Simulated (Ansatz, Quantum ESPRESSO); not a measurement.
# Thickness dependence of 1T-SnSe2, part 6 of 8

Aim: screening, gap and ionisation potential of 1T-SnSe2 against the number of layers.

Quantum ESPRESSO 7.5; plane-wave DFT, PBE, GBRV ultrasoft pseudopotentials; geometry by Ansatz 0.2.0 with PAW datasets.

So far. Step 13 (Potential by pp.x, 2 layers): The slope in the vacuum is 0.100 eV/Å for an applied 0.10 V/Å, as it should be. Step 14 (Band structure, 2 layers: no field): Along this path the valence top lies between Γ and M and the conduction bottom at M.

## (16) Geometry from Ansatz, 3 layers

Level of this step: plane-wave DFT, PBE-D3(BJ), Ansatz PAW (Ansatz 0.2.0).

System of this step: 1T-SnSe2, 3 layers, AA stacking. The cell holds 9 atoms: 6 Se and 3 Sn. Its edges and angles: a = 3.870 Å, b = 3.870 Å, c = 29.931 Å, α = 90.0°, β = 90.0°, γ = 120.0°. It derives from SnSe2. Vacuum lies along c.

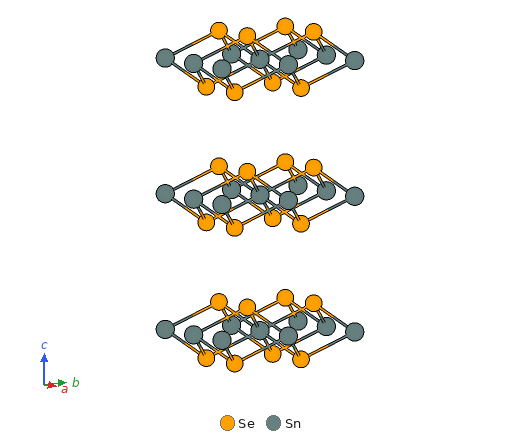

The cell of this step (selenium orange, tin teal). 2×2×1 cells are drawn. Some periodic images of atoms are drawn too.

File input.yaml:

```yaml
crystal:
  lattice:
    - [3.87, 0.0, 0.0]
    - [-1.935, 3.3515183126, 0.0]
    - [0.0, 0.0, 29.9314671286]
  atoms:
    - { symbol: Se, position: [0.6666666667, 0.3333333333, 0.2839820702] }
    - { symbol: Sn, position: [0.0, 0.0, 0.319237426] }
    - { symbol: Se, position: [0.3333333333, 0.6666666667, 0.3544927817] }
    - { symbol: Se, position: [0.6666666667, 0.3333333333, 0.4647446443] }
    - { symbol: Sn, position: [0.0, 0.0, 0.5] }
    - { symbol: Se, position: [0.3333333333, 0.6666666667, 0.5352553557] }
    - { symbol: Se, position: [0.6666666667, 0.3333333333, 0.6455072183] }
    - { symbol: Sn, position: [0.0, 0.0, 0.680762574] }
    - { symbol: Se, position: [0.3333333333, 0.6666666667, 0.7160179298] }
kpoints:
  mp_grid: { grid: [6, 6, 1] }
hamiltonian:
  xc: pbe
  dispersion: d3bj
scf:
  occupations: { method: fermi_dirac, width: 0.05 }
  convergence: { dr2_threshold: 1.0e-08 }
efield:
  axis: 3
  dipole_correction: true
  ramp_position: 0.97
  ramp_width: 0.04
relax:
  f_tol: 0.01
  cell: { fix: [c, alpha, beta] }
output:
  write_potential: true
  write_density: true
  volumetric_format: npy
```

Command:

```
$ ansatz run input.yaml --threads 4 --pin off --max-ram 8192MiB --backend cpu --events-out ev --progress --plain --runs-dir out
```

Numbers of over 12 decimals in the logs are rounded to 6 here.

What it wrote:

```text
[...]
Crystal: 9 atoms, lattice volume = 388.222 Å³
Basis set: ecut = 420 eV, 7685 PW (Γ), exchange–correlation on 54×54×432 points (8 copies of the dense FFT grid, shifted against one another)
Bands: 83, of which v1, the nominal top of the filled ones, is band 69 counted from 1 (68 counted from 0)
Symmetry: 6 space group operations
k-points: 7 of 36 (time reversal used)
[...]
SCF iter   1: F=—  HF=-50884.610589 eV  |F-HF|=—  |Δ(HF+E_count)|=         —  Δρ=2.75e-3  dr2=6.36e-2  ethr=1.77e-3  p=-0.001 e·Å  D=-2.72e-4 V/Å  ΔV_dip=0.01 eV  dr2_dipole=3.48e-6  V_vac-E_F(+/−)=5.27/5.26 eV  ⟨swp⟩=8.6  Hψ=2621  notcnv=0  defer=9
[...]
SCF iter  10: F=-50884.593239 eV  HF=-50884.593239 eV  |F-HF|=2.81e-9  |Δ(HF+E_count)|=   6.38e-9  Δρ=4.21e-7  dr2=3.96e-9  ethr=7.25e-12  p=-0.000 e·Å  D=-6.01e-6 V/Å  ΔV_dip=0.00 eV  dr2_dipole=3.99e-10  V_vac-E_F(+/−)=5.31/5.31 eV  ⟨swp⟩=9.7  Hψ=3705  notcnv=0
SCF 1 converged in 10 iterations: F = -50884.593239 eV  dr2 = 3.96e-9
[...]
relax step   1: F+E_penalty+E_count = -50884.59323949 eV  Δ(F+E_penalty+E_count) = +0.000e0 eV  max|allowed force component| = 5.244e0 eV/Å  Δτ_max = 0.0000 Å  P = +16.351 GPa  Ω = 388.222 Å³  fix = [c, alpha, beta]  reactions: c +13.173 GPa  (10 SCF iters, accepted)
Crystal: 9 atoms, lattice volume = 408.719 Å³
Basis set: ecut = 420 eV, 8057 PW (Γ), exchange–correlation on 54×54×432 points (8 copies of the dense FFT grid, shifted against one another)
[...]
SCF iter   9: F=-50890.426236 eV  HF=-50890.426236 eV  |F-HF|=3.77e-9  |Δ(HF+E_count)|=   1.62e-9  Δρ=5.98e-7  dr2=6.15e-9  ethr=7.25e-12  p=0.000 e·Å  D=1.36e-6 V/Å  ΔV_dip=-0.00 eV  dr2_dipole=1.10e-11  V_vac-E_F(+/−)=5.56/5.56 eV  ⟨swp⟩=7.4  Hψ=3939  notcnv=0
SCF 2 converged in 9 iterations: F = -50890.426236 eV  dr2 = 6.15e-9
relax step   2: F+E_penalty+E_count = -50890.42623591 eV  Δ(F+E_penalty+E_count) = -5.833e0 eV  max|allowed force component| = 2.637e0 eV/Å  Δτ_max = 0.1949 Å  P = +5.667 GPa  Ω = 408.719 Å³  energy of the carried Pulay correction = -4.494e-3 eV  fix = [c, alpha, beta]  reactions: c +7.350 GPa  (9 SCF iters, accepted)
Crystal: 9 atoms, lattice volume = 401.941 Å³
Basis set: ecut = 420 eV, 7937 PW (Γ), exchange–correlation on 54×54×432 points (8 copies of the dense FFT grid, shifted against one another)
[...]
SCF iter   9: F=-50892.439686 eV  HF=-50892.439686 eV  |F-HF|=2.08e-9  |Δ(HF+E_count)|=   1.11e-8  Δρ=5.30e-7  dr2=8.91e-10  ethr=7.25e-12  p=0.000 e·Å  D=1.93e-6 V/Å  ΔV_dip=-0.00 eV  dr2_dipole=3.26e-13  V_vac-E_F(+/−)=5.45/5.45 eV  ⟨swp⟩=8.9  Hψ=3453  notcnv=0
SCF 3 converged in 9 iterations: F = -50892.439686 eV  dr2 = 8.91e-10
relax step   3: F+E_penalty+E_count = -50892.43968589 eV  Δ(F+E_penalty+E_count) = -2.013e0 eV  max|allowed force component| = 1.097e0 eV/Å  Δτ_max = 0.1945 Å  P = +1.887 GPa  Ω = 401.941 Å³  energy of the carried Pulay correction = -3.034e-3 eV  fix = [c, alpha, beta]  reactions: c +3.926 GPa  (9 SCF iters, accepted)
[...]
relax step   4: F+E_penalty+E_count = -50892.80270634 eV  Δ(F+E_penalty+E_count) = -3.630e-1 eV  max|allowed force component| = 1.573e-1 eV/Å  Δτ_max = 0.1943 Å  P = +0.587 GPa  Ω = 389.380 Å³  energy of the carried Pulay correction = -2.601e-4 eV  fix = [c, alpha, beta]  reactions: c +1.098 GPa  (8 SCF iters, accepted)
[...]
relax step   5: F+E_penalty+E_count = -50892.88878968 eV  Δ(F+E_penalty+E_count) = -8.608e-2 eV  max|allowed force component| = 1.063e-1 eV/Å  Δτ_max = 0.2000 Å  P = +0.072 GPa  Ω = 388.696 Å³  energy of the carried Pulay correction = -1.065e-4 eV  fix = [c, alpha, beta]  reactions: c +0.472 GPa  (12 SCF iters, accepted)
[...]
relax step   6: F+E_penalty+E_count = -50892.92923645 eV  Δ(F+E_penalty+E_count) = -4.045e-2 eV  max|allowed force component| = 6.654e-2 eV/Å  Δτ_max = 0.1955 Å  P = -0.070 GPa  Ω = 385.363 Å³  energy of the carried Pulay correction = +6.459e-4 eV  fix = [c, alpha, beta]  reactions: c +0.096 GPa  (13 SCF iters, accepted)
[...]
relax step   7: F+E_penalty+E_count = -50892.93807458 eV  Δ(F+E_penalty+E_count) = -8.838e-3 eV  max|allowed force component| = 2.277e-2 eV/Å  Δτ_max = 0.0901 Å  P = +0.113 GPa  Ω = 382.625 Å³  energy of the carried Pulay correction = +1.269e-3 eV  fix = [c, alpha, beta]  reactions: c +0.188 GPa  (11 SCF iters, accepted)
[...]
relax step   8: F+E_penalty+E_count = -50892.93956716 eV  Δ(F+E_penalty+E_count) = -1.493e-3 eV  max|allowed force component| = 5.191e-3 eV/Å  Δτ_max = 0.0508 Å  P = +0.055 GPa  Ω = 381.928 Å³  energy of the carried Pulay correction = +1.428e-3 eV  fix = [c, alpha, beta]  reactions: c +0.040 GPa  (10 SCF iters, accepted)
[...]
relax step   9: F+E_penalty+E_count = -50892.93968237 eV  Δ(F+E_penalty+E_count) = -1.152e-4 eV  max|allowed force component| = 2.344e-3 eV/Å  Δτ_max = 0.0124 Å  P = +0.021 GPa  Ω = 382.154 Å³  energy of the carried Pulay correction = +1.377e-3 eV  fix = [c, alpha, beta]  reactions: c +0.014 GPa  (9 SCF iters, accepted)
[...]
SCF iter   5: F=-50892.938947 eV  HF=-50892.938947 eV  |F-HF|=7.91e-9  |Δ(HF+E_count)|=  9.31e-10  Δρ=6.51e-7  dr2=7.87e-9  ethr=7.25e-12  p=-0.000 e·Å  D=-4.24e-6 V/Å  ΔV_dip=0.00 eV  dr2_dipole=1.12e-9  V_vac-E_F(+/−)=5.56/5.56 eV  ⟨swp⟩=6.1  Hψ=3060  notcnv=0
SCF 10 converged in 5 iterations: F = -50892.938947 eV  dr2 = 7.87e-9
relax step  10: F+E_penalty+E_count = -50892.93894749 eV  Δ(F+E_penalty+E_count) = +7.349e-4 eV  max|allowed force component| = 2.346e-3 eV/Å  Δτ_max = 0.0000 Å  P = +0.005 GPa  Ω = 382.154 Å³  fix = [c, alpha, beta]  reactions: c -0.001 GPa  stress off target by 8.31e-3 GPa on what of the cell is left free  SCF on the basis re-selected at this cell (its energy is not comparable with the rows above)  (5 SCF iters)
[...]
SCF converged after 5 iterations
Free energy (F): -50892.938947 eV
[...]
Internal energy: -50892.938641 eV  (E = F + TS)
E sigma→0 (E₀):  -50892.938794 eV
Entropy (-TS):   -0.000306 eV (-0.034 meV/atom)
Fermi energy:    2.940547 eV
Dipole field:    D = 0.000028 V/Å  (p = 0.000060 e·Å, saw-weighted, corrected)
Work function:   Φ+ = 5.5636 eV   Φ− = 5.5645 eV
[...]
--- Forces (eV/Å), atoms counted from 1 ---
  atom   1  Se     0.00000000     0.00000000    -0.00005632
  atom   2  Sn    -0.00000000    -0.00000000    -0.00234685
  atom   3  Se    -0.00000000    -0.00000000     0.00101488
  atom   4  Se     0.00000000     0.00000000     0.00002885
  atom   5  Sn     0.00000000    -0.00000000     0.00006184
  atom   6  Se    -0.00000000    -0.00000000    -0.00007778
  atom   7  Se     0.00000000     0.00000000    -0.00102583
  atom   8  Sn     0.00000000     0.00000000     0.00234228
  atom   9  Se    -0.00000000    -0.00000000     0.00005570
  max |Σ_I F_I| component: 3.23e-6 eV/Å
--- Stress (GPa, compression-positive) ---
        0.008313       0.000000      -0.000000
        0.000000       0.008313      -0.000000
       -0.000000      -0.000000      -0.001358
  P = ⅓ Tr σ = 0.0051 GPa (0.051 kbar)
--- Band table (eV; the first three rows and the last of 7) ---
  k-point 0: bands = [... 65 lower, 2.4015, 2.4015, 2.4622, 2.4622, 3.7039, 4.3342, 4.9073, 5.5647, ... 10 higher]
  k-point 1: bands = [... 65 lower, 2.2926, 2.4642, 2.4988, 2.5760, 4.4876, 4.7077, 4.9134, 6.2515, ... 10 higher]
  k-point 2: bands = [... 65 lower, 2.0269, 2.1699, 2.2576, 2.4310, 3.5363, 3.8771, 4.1012, 6.5247, ... 10 higher]
  k-point 6: bands = [... 65 lower, 1.6374, 1.6374, 2.1627, 2.1627, 3.7414, 4.2611, 4.7747, 7.2009, ... 10 higher]
--- Relaxed structure (9 steps of the walk, 9 accepted, 1 SCFs on fresh bases) ---
[...]
cell:  # Å, volume = 382.1537 Å³
    - [3.839633, -2.2475931803136775e-18, 0]
    - [-1.919817, 3.325220, 0]
    - [0, 0, 29.9314671286]
  atoms:
    - { symbol: Se, position: [0.666667, 0.333333, 0.246570] }
    - { symbol: Sn, position: [1.1120157092051955e-17, 0, 0.299812] }
    - { symbol: Se, position: [0.333333, 0.666667, 0.353053] }
    - { symbol: Se, position: [0.666667, 0.333333, 0.446813] }
    - { symbol: Sn, position: [0, 0, 0.499999] }
    - { symbol: Se, position: [0.333333, 0.666667, 0.553186] }
    - { symbol: Se, position: [0.666667, 0.333333, 0.646947] }
    - { symbol: Sn, position: [-1.112044202071382e-17, 0, 0.700189] }
    - { symbol: Se, position: [0.333333, 0.666667, 0.753431] }
```

It took 77 s on 4 threads of Arm Neoverse V1, shared host; peak memory 0.99 GiB; 4.9 min of CPU time.

Relaxation path:

```tsv
step	energy less that of the first step (eV)	largest force component (eV/Å)	pressure (GPa)	volume (Å³)
1	0.0000	5.2437	16.35	388.22
2	-5.8330	2.6367	5.67	408.72
3	-7.8464	1.0970	1.89	401.94
4	-8.2095	0.1573	0.59	389.38
5	-8.2956	0.1063	0.07	388.70
6	-8.3360	0.0665	-0.07	385.36
7	-8.3448	0.0228	0.11	382.62
8	-8.3463	0.0052	0.05	381.93
9	-8.3464	0.0023	0.02	382.15
10*	-8.3457	0.0023	0.01	382.15
```

Relaxation steps marked * repeat the geometry before them on a plane-wave basis chosen anew for their cell, so energy and pressure can jump there.

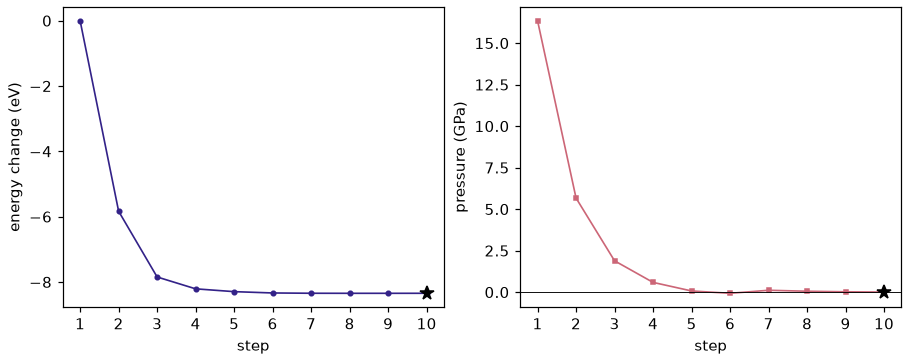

Energy and pressure along the relaxation. Stars mark steps on a basis chosen anew.

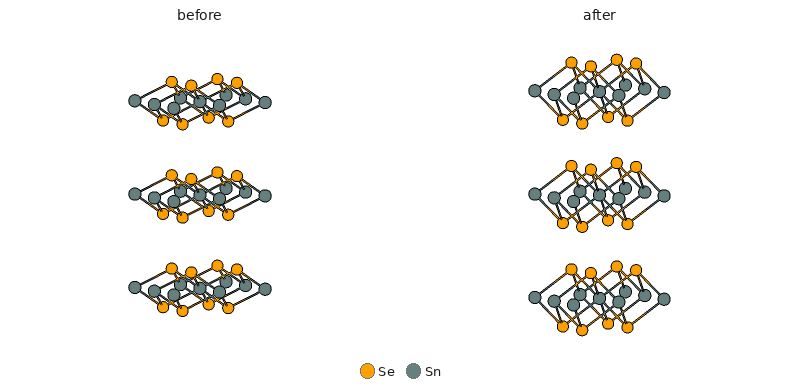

The structure before and after the relaxation, drawn at the same scale.

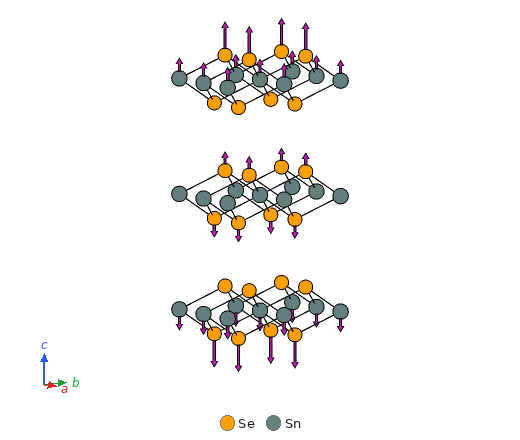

Displacements in the relaxation, exaggerated, measured against the changing cell; the longest in the cell stands for 1.12 Å. 2×2×1 cells are drawn. Some periodic images of atoms are drawn too.

```tsv
cell as run	before	after	change
a (Å)	3.870	3.840	-0.8 %
b (Å)	3.870	3.840	-0.8 %
```

The atoms that moved most (Å, along periodic axes as changes of fractional coordinates times the final cell, across vacuum about the mean position):

```tsv
atom	dx	dy	dz	length
Se9	0.000	0.000	1.120	1.120
Se1	0.000	0.000	-1.120	1.120
Sn8	0.000	0.000	0.581	0.581
Sn2	0.000	0.000	-0.581	0.581
Se4	0.000	0.000	-0.537	0.537
Se6	0.000	0.000	0.537	0.537
Se7	0.000	0.000	0.043	0.043
Se3	0.000	0.000	-0.043	0.043
```

This step gave:

* free energy: -50892.9389 eV
* energy at zero smearing: -50892.9388 eV
* Fermi energy: 2.941 eV
* gap by band count: 0.6862 eV
* dipole along the normal: 6.00e-5 e·Å
* vacuum level at the upper face over a Fermi level inside the gap: 5.564 eV
* vacuum level at the lower face over a Fermi level inside the gap: 5.564 eV

## (17) Ground state, 3 layers: no field

Level of this step: plane-wave DFT, PBE, GBRV ultrasoft pseudopotentials (Quantum ESPRESSO 7.5).

File n3.f0.in:

```
&control
  prefix = 'n3.f0'
  outdir = './out'
  pseudo_dir = './pseudo'
  calculation = 'scf'
  tprnfor = .true.
  tefield = .true.
  dipfield = .true.
/
&system
  ibrav = 0
  nat = 9
  ntyp = 2
  ecutwfc = 40
  ecutrho = 200
  occupations = 'smearing'
  smearing = 'fd'
  degauss = 0.004
  edir = 3
  emaxpos = 0.97
  eopreg = 0.04
  eamp = 0.0
  nbnd = 43
/
&electrons
  conv_thr = 1e-09
  mixing_beta = 0.4
  electron_maxstep = 120
  mixing_mode = 'plain'
/
ATOMIC_SPECIES
  Se  78.9710  se_pbe_v1.uspp.F.UPF
  Sn  118.7100  sn_pbe_v1.4.uspp.F.UPF
CELL_PARAMETERS angstrom
  3.83963322054555 -0.00000000000000 0.00000000000000
  -1.91981661027277 3.32521991020710 0.00000000000000
  0.00000000000000 0.00000000000000 29.93146712860000
ATOMIC_POSITIONS crystal
  Se  0.666666666667 0.333333333333 0.246569732486
  Sn  0.000000000000 -0.000000000000 0.299811804972
  Se  0.333333333333 0.666666666667 0.353053092790
  Se  0.666666666667 0.333333333333 0.446812835670
  Sn  0.000000000000 -0.000000000000 0.499999479420
  Se  0.333333333333 0.666666666667 0.553186104995
  Se  0.666666666667 0.333333333333 0.646947450384
  Sn  -0.000000000000 0.000000000000 0.700188692765
  Se  0.333333333333 0.666666666667 0.753430806517
K_POINTS automatic
  6 6 1 0 0 0
```

Command:

```
$ OMP_NUM_THREADS=1 mpirun -n 4 pw.x -nk 2 -in n3.f0.in > n3.f0.out
```

What it wrote:

```text
[banner, memory and clock lines left out]
Program PWSCF v.7.5 starts
[...]
number of electrons       =        78.00
     number of Kohn-Sham states=           43
     kinetic-energy cutoff     =      40.0000  Ry
     charge density cutoff     =     200.0000  Ry
[...]
number of k points=    20  Fermi-Dirac smearing, width (Ry)=  0.0040
[...]
Dense  grid:   123339 G-vectors     FFT dimensions: (  36,  36, 256)
[...]
negative rho (up, down):  2.756E-04 0.000E+00
[...]
Starting wfcs are   51 randomized atomic wfcs
[...]
negative rho (up, down):  1.096E-04 0.000E+00
[...]
estimated scf accuracy    <       1.44647228 Ry
[...]
negative rho (up, down):  1.904E-04 0.000E+00
[...]
estimated scf accuracy    <       0.20926688 Ry
[...]
negative rho (up, down):  2.779E-04 0.000E+00
[...]
estimated scf accuracy    <       0.03038230 Ry
[...]
negative rho (up, down):  3.139E-04 0.000E+00
[...]
estimated scf accuracy    <       0.15014167 Ry
[...]
negative rho (up, down):  3.578E-04 0.000E+00
[...]
estimated scf accuracy    <       0.00758353 Ry
[...]
negative rho (up, down):  4.007E-04 0.000E+00
[...]
estimated scf accuracy    <       0.17829863 Ry
[...]
negative rho (up, down):  4.152E-04 0.000E+00
[...]
estimated scf accuracy    <       0.00348532 Ry
[...]
negative rho (up, down):  4.232E-04 0.000E+00
[...]
estimated scf accuracy    <       0.00157746 Ry
[...]
negative rho (up, down):  4.319E-04 0.000E+00
[...]
estimated scf accuracy    <       0.00072844 Ry
[...]
negative rho (up, down):  4.339E-04 0.000E+00
[...]
estimated scf accuracy    <       0.00009436 Ry
[...]
negative rho (up, down):  4.355E-04 0.000E+00
[...]
estimated scf accuracy    <       0.00002531 Ry
[...]
negative rho (up, down):  4.363E-04 0.000E+00
[...]
estimated scf accuracy    <       0.00000090 Ry
[...]
negative rho (up, down):  4.365E-04 0.000E+00
[...]
estimated scf accuracy    <       0.00000103 Ry
[...]
negative rho (up, down):  4.366E-04 0.000E+00
[...]
estimated scf accuracy    <       0.00000025 Ry
[...]
negative rho (up, down):  4.367E-04 0.000E+00
[...]
estimated scf accuracy    <       0.00000004 Ry
[...]
negative rho (up, down):  4.367E-04 0.000E+00
[...]
estimated scf accuracy    <       0.00000002 Ry
[...]
negative rho (up, down):  4.368E-04 0.000E+00
[...]
Total length         54.2998 bohr
[...]
estimated scf accuracy    <          4.0E-09 Ry
[...]
negative rho (up, down):  4.368E-04 0.000E+00
[...]
Computed dipole along edir(3) :
        Dipole               -0.0000 Ry au,         -0.0001 Debye
        Dipole field         -0.0000 Ry au,
        Potential amp.        0.0000 Ry
        Total length         54.2998 bohr
[...]
the Fermi energy is     2.0506 ev
!    total energy              =    -739.54062922 Ry
     estimated scf accuracy    <          1.0E-10 Ry
     smearing contrib. (-TS)   =      -0.00004475 Ry
     internal energy E=F+TS    =    -739.54058447 Ry
[...]
one-electron contribution =   -3006.03293305 Ry
     hartree contribution      =    1534.08702377 Ry
     xc contribution           =    -307.38091799 Ry
     ewald contribution        =    1039.78624280 Ry
     electric field correction =       0.00000000 Ry
     convergence has been achieved in  18 iterations
     negative rho (up, down):  4.368E-04 0.000E+00
[...]
Total force =     0.006847     Total SCF correction =     0.000029
[...]
```

Wall time 2.3 min (4 MPI ranks); peak memory 0.57 GiB.

Read from the output:

- free energy: -10061.9629 eV
- energy at zero smearing: -10061.9625 eV
- Fermi energy: 2.051 eV
- dipole along the normal: -2.08e-5 e·Å
- valence top, on the run's zero: 1.687 eV
- conduction bottom, on the run's zero: 2.366 eV
- gap by band count: 0.6787 eV

## (18) Electrostatic potential, 3 layers

File n3.f0.pot.in:

```
&inputpp
  prefix = 'n3.f0'
  outdir = './out'
  filplot = 'n3.f0.pot.dat'
  plot_num = 11
/
```

Command:

```
$ OMP_NUM_THREADS=1 mpirun -n 4 pp.x -in n3.f0.pot.in > n3.f0.pot.out
```

It took 1.3 s on 4 MPI ranks; peak memory 0.13 GiB.

Read from the output:

| Item | Value |
| --- | --- |
| slope of the potential above | 7.05e-5 eV/Å |
| upper vacuum line continued to the top atoms, over the valence top | 5.926 eV |
| slope of the potential below | -4.64e-5 eV/Å |
| lower vacuum line continued to the bottom atoms, over the valence top | 5.926 eV |
| vacuum level at the upper face over the valence top of the mesh | 5.927 eV |
| vacuum level at the lower face over the valence top of the mesh | 5.927 eV |

(Part 6 of 8 ends here.)

[Logs are printed without paths, hosts, clocks, repeated set-up lines and the standing remarks that a program may print on its own settings, such as how far it seeks lower states.]

[Hosts, paths, dates, database ids (printed as entryN), source tags and the programs' standing remarks are cut or masked in the printed files.]

[Maps of the electrostatic potential energy from Ansatz leave out the sawtooth potential of an applied field or a dipole correction, so their vacuum need not be flat; planar profiles and work functions include it.]
